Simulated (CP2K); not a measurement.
# Two attempts at AlSiH4OF (SMILES O[SiH](F)[AlH2])

Wanted: energy and forces of AlSiH4OF, GFN1-xTB.

The results are computed with CP2K 2026.2.

2 further runs of the same task are left out: 1 that didn't finish, 1 set aside as unsound or not needed.

## (1) Starting point

AlSiH4OF has 8 atoms, charge 0, and is taken as a singlet. SMILES: `O[SiH](F)[AlH2]`. The shape comes from GFN2-xTB, which is rough for such elements, and wasn't checked as a minimum. This is one conformer, not always the lowest.

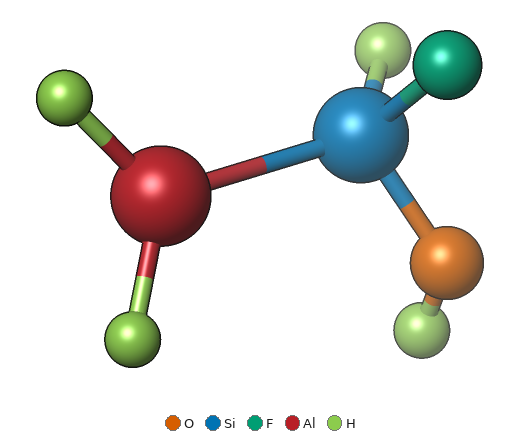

Viewed from a chosen angle; oxygen orange, silicon blue, fluorine teal, aluminium red, hydrogen green.

## (2) Try one

calc.inp reads:

```
&FORCE_EVAL
 METHOD QUICKSTEP
 &DFT
  CHARGE 1
  MULTIPLICITY 1
  ! Quickstep
  &QS
   METHOD XTB
   EPS_DEFAULT 1.0E-10
   &XTB
    GFN_TYPE TBLITE
    &TBLITE
     METHOD GFN1
    &END
    CHECK_ATOMIC_CHARGES F
   &END
  &END
  &POISSON
   PERIODIC NONE
   POISSON_SOLVER ANALYTIC
  &END
  ! SCF settings
  &SCF
   SCF_GUESS ATOMIC
   EPS_SCF 1.0E-07
   MAX_SCF 150
   ADDED_MOS 2
   &DIAGONALIZATION
    ALGORITHM STANDARD
   &END
   &MIXING
    METHOD DIRECT_P_MIXING
    ALPHA 0.4
   &END
   &SMEAR ON
    METHOD FERMI_DIRAC
    ELECTRONIC_TEMPERATURE [K] 300
   &END
  &END
  &PRINT
   &MOMENTS
    PERIODIC F
    REFERENCE COM
    MAX_MOMENT 1
   &END
   &MO ON
    ENERGIES T
    OCCUPATION_NUMBERS T
    NDIGITS 6
    &EACH
     QS_SCF 0
    &END
    ADD_LAST NUMERIC
   &END
   &HIRSHFELD OFF
   &END
  &END
 &END
 ! structure
 &SUBSYS
  &CELL
   ABC [angstrom] 15.5 17 15.7
   PERIODIC NONE
  &END
  &COORD
   O      0.303970     1.756140    -0.440360
   Si     0.450530     0.495730     0.594950
   F      2.044180     0.244300     0.465860
   Al    -0.678610    -1.452980    -0.376480
   H     -0.533760     2.150080    -0.655840
   H      0.383230     1.035190     1.969390
   H     -0.551850    -2.898480     0.200550
   H     -1.417690    -1.329970    -1.758070
  &END
  &TOPOLOGY
   &CENTER_COORDINATES
   &END
  &END
 &END
 ! extra output
 &PRINT
  &FORCES ON
  &END
 &END
&END

&GLOBAL
 PROJECT calc
 RUN_TYPE ENERGY_FORCE
 PRINT_LEVEL MEDIUM
&END
```

Launch:

```console
$ OMP_NUM_THREADS=1 cp2k.psmp calc.inp > calc.out
```

The log of the run:

```text
CP2K| version string:                                       CP2K version 2026.2
[...]
 GLOBAL| Method name                                                        CP2K
[...]
 GLOBAL| Run type                                                   ENERGY_FORCE
[...]
                             - Atoms:                                          8
[...]
                             - Spherical basis functions:                     34
[...]
 Number of electrons:                                                         23
[...]
  *** SCF run converged in    43 steps ***
[...]
  Fermi energy:                                                -0.74230233148386
[...]
 TB_DIPOLE| Moment [Debye]         -7.68243055      -6.32811526      -4.02879785
 TB_DIPOLE| Derivative [a.u.]       0.00000000       0.00000000       0.00000000
[...]
 ENERGY| Total FORCE_EVAL ( QS ) energy [hartree]            -14.474932076970234
 FORCES| Atomic forces [hartree/bohr]
 FORCES|   Atom     x               y               z               |f|
 FORCES|      1  1.09570084E-02 -5.50274491E-02  4.19976967E-02   7.00848251E-02
 FORCES|      2  4.63563732E-02  4.23510946E-02 -2.57500492E-02   6.78645238E-02
 FORCES|      3 -4.93987178E-02  3.04210389E-04  6.58467428E-03   4.98365709E-02
 FORCES|      4  3.65356808E-03  3.20673564E-03 -1.81826991E-03   5.19016557E-03
 FORCES|      5 -1.54484652E-02  1.61156162E-02 -7.74776670E-03   2.36304052E-02
 FORCES|      6  9.92716200E-04 -8.42781414E-03 -1.84410765E-02   2.02999221E-02
 FORCES|      7  6.93139242E-04  9.90127940E-04  1.32030170E-03   1.78996981E-03
 FORCES|      8  2.19437775E-03  4.87478463E-04  3.85448965E-03   4.46206448E-03
 FORCES| Sum    -7.58941521E-17  3.03034507E-16  1.87350135E-16
 FORCES| Total atomic force                                       3.64266260E-16
[...]
```

Run time: 1.1 s. Hardware: 1 thread of Intel Xeon Platinum 8259CL at 2.50GHz (Skylake/Cascade Lake), shared host; peak memory 0.19 GiB.

## (3) Diagnosis

It ran to the end. The result can't be trusted all the same.

The fault: the electron count doesn't fit the spin or reference typed: an even count needs an odd multiplicity, an odd count an even one. To mend it: charge 0 in place of 1. That is the species meant; for the charge typed, the multiplicity would have to change.

## (4) Second attempt

run.inp reads:

```
&GLOBAL
 PROJECT_NAME run
 RUN_TYPE ENERGY_FORCE
 PRINT_LEVEL HIGH
&END GLOBAL

&FORCE_EVAL
 METHOD QUICKSTEP
 &DFT
  CHARGE 0
  MULTIPLICITY 1
  &QS
   METHOD XTB
   EPS_DEFAULT 1.0E-10
   &XTB
    GFN_TYPE TBLITE
    &TBLITE
     METHOD GFN1
    &END TBLITE
    CHECK_ATOMIC_CHARGES F
   &END XTB
  &END QS
  &POISSON
   PERIODIC NONE
   POISSON_SOLVER ANALYTIC
  &END POISSON
  &SCF
   SCF_GUESS ATOMIC
   EPS_SCF 1.0E-07
   MAX_SCF 150
   ADDED_MOS 2
   EPS_DIIS 0.01
   &DIAGONALIZATION
    ALGORITHM STANDARD
   &END DIAGONALIZATION
   &MIXING
    METHOD DIRECT_P_MIXING
    ALPHA 0.4
   &END MIXING
   &SMEAR ON
    METHOD FERMI_DIRAC
    ELECTRONIC_TEMPERATURE [K] 300
   &END SMEAR
  &END SCF
  &PRINT
   &MOMENTS
    PERIODIC F
    REFERENCE COM
    MAX_MOMENT 1
   &END MOMENTS
   &MO ON
    ENERGIES T
    OCCUPATION_NUMBERS T
    NDIGITS 6
    &EACH
     QS_SCF 0
    &END EACH
    ADD_LAST NUMERIC
   &END MO
   &HIRSHFELD OFF
   &END HIRSHFELD
  &END PRINT
 &END DFT
 &SUBSYS
  &CELL
   ABC [angstrom] 15.5 17 15.7
   PERIODIC NONE
  &END CELL
  &COORD
   O      0.303970     1.756140    -0.440360
   Si     0.450530     0.495730     0.594950
   F      2.044180     0.244300     0.465860
   Al    -0.678610    -1.452980    -0.376480
   H     -0.533760     2.150080    -0.655840
   H      0.383230     1.035190     1.969390
   H     -0.551850    -2.898480     0.200550
   H     -1.417690    -1.329970    -1.758070
  &END COORD
  &TOPOLOGY
   &CENTER_COORDINATES
   &END CENTER_COORDINATES
  &END TOPOLOGY
 &END SUBSYS
 &PRINT
  &FORCES ON
  &END FORCES
 &END PRINT
&END FORCE_EVAL
```

Launch:

```console
$ OMP_NUM_THREADS=1 cp2k.psmp -i run.inp > run.out 2>&1
```

The log of the run:

```text
CP2K| version string:                                       CP2K version 2026.2
[...]
 GLOBAL| Method name                                                        CP2K
[...]
 GLOBAL| Run type                                                   ENERGY_FORCE
[...]
                             - Atoms:                                          8
[...]
                             - Spherical basis functions:                     34
[...]
 Number of electrons:                                                         24
[...]
  *** SCF run converged in    16 steps ***
[...]
  Fermi energy:                                                -0.25082348084317
[...]
 TB_DIPOLE| Moment [Debye]         -2.73803824       0.97502836       0.69201955
 TB_DIPOLE| Derivative [a.u.]       0.00000000       0.00000000       0.00000000
[...]
 ENERGY| Total FORCE_EVAL ( QS ) energy [hartree]            -15.276567342825313
 FORCES| Atomic forces [hartree/bohr]
 FORCES|   Atom     x               y               z               |f|
 FORCES|      1 -1.18055829E-02  2.47245498E-04  4.44171646E-03   1.26159329E-02
 FORCES|      2  9.03984448E-03 -1.20599750E-02 -2.66969721E-03   1.53065041E-02
 FORCES|      3 -2.78983830E-03 -2.60875738E-03  3.28614202E-03   5.03860519E-03
 FORCES|      4  8.89379660E-03  1.16186558E-02  6.33919438E-03   1.59461019E-02
 FORCES|      5  1.20735656E-03  9.32125589E-03 -7.31197448E-03   1.19083371E-02
 FORCES|      6 -3.15297542E-04 -1.30614107E-04 -2.33103212E-03   2.35588271E-03
 FORCES|      7 -2.58485546E-03 -3.88062435E-03 -1.35023159E-03   4.85426086E-03
 FORCES|      8 -1.64542346E-03 -2.50718637E-03 -4.04117459E-04   3.02600608E-03
 FORCES| Sum     1.47451495E-16  1.50053581E-16  5.20417043E-18
 FORCES| Total atomic force                                       2.10440262E-16
 *** WARNING in force_env_methods.F:472 :: To print the stress tensor ***
 *** switch on the virial evaluation with the keyword: STRESS_TENSOR  ***
[...]
```

Wall time 1.4 s (1 thread of Intel Xeon Platinum 8259CL at 2.50GHz (Skylake/Cascade Lake), shared host); peak memory 0.2 GiB.

## (5) Outcome

At GFN1-xTB:

| quantity | value |
| --- | --- |
| total energy | -15.27657 Eh |
| dipole moment (from atomic charges alone) | 2.99 D |
| HOMO energy | -10.71 eV |
| LUMO energy | -5.93 eV |
| HOMO–LUMO gap | 4.79 eV |
| largest force on an atom | 0.820 eV/Å |

**Reading.** The dipole comes from point charges on the atoms alone, without atomic dipoles, so it is partial. The largest force is 0.82 eV/Å: the shape isn't a stationary point for this species at this level.
